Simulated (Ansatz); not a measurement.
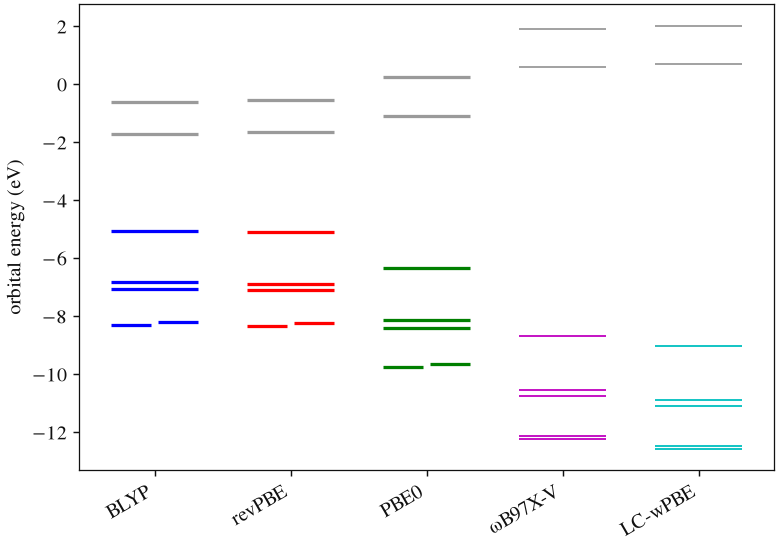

Frontier orbital energies of C₃H₁₀InN, SMILES CC(C)[NH][InH2], singlet at one geometry, def2-TZVPP, the Ansatz code 0.2.0, at a PBE0-D4/def2-TZVP geometry (a minimum by its frequencies). Empty levels are grey, levels within 0.1 eV stand side by side; all columns show the same few orbitals around the gap.

Q: How do the frontier levels move from column to column?

A: The separation grows from 3.36 eV (BLYP) to 9.72 eV (LC-wPBE).

| level | HOMO (eV) | LUMO (eV) | separation (eV) |
| --- | --- | --- | --- |
| BLYP | −5.09 | −1.73 | 3.36 |
| revPBE | −5.11 | −1.67 | 3.44 |
| PBE0 | −6.35 | −1.10 | 5.25 |
| ωB97X-V | −8.71 | 0.57 | 9.28 |
| LC-wPBE | −9.02 | 0.70 | 9.72 |

Limits of at least one run: core potentials past krypton; empty levels above zero depend strongly on the basis; one conformer of a flexible molecule; spin-orbit coupling is left out, and with In it can shift these levels and split any degenerate set.
